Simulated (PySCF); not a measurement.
C7H8F2Si, SMILES C[Si](F)(F)c1ccccc1, GFN2-xTB optimised geometry. Atoms within 1.6 Å of the plane z = 1.2 Å (x, y, z in Å): C1 (-2.76, -0.96, 1.38), Si2 (-1.91, 0.00, 0.00), F4 (-2.45, 1.52, 0.00), C5 (-0.03, 0.00, 0.00), C8 (2.76, -0.01, 0.01), C9 (2.07, 0.96, 0.72), C10 (0.69, 0.97, 0.71), H11 (-2.50, -0.58, 2.36), H12 (-3.84, -0.90, 1.27), H13 (-2.50, -2.02, 1.35), H16 (3.84, -0.01, 0.02), H17 (2.61, 1.72, 1.27), H18 (0.15, 1.73, 1.26).

Computed with PBE0/def2-SVP (PySCF). Cells within 0.4 Å of a nucleus heavier than hydrogen are left out (blank, or x).

Map of the HOMO amplitude (bohr^(-3/2)) on the plane z = 1.2 Å; orbital energy -7.62 eV, overall sign arbitrary:

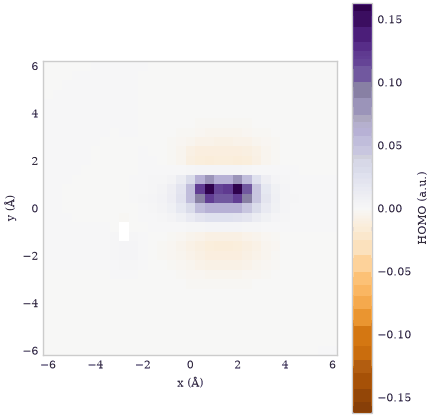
HOMO amplitude (bohr^(-3/2)) on the plane z = 1.2 Å.
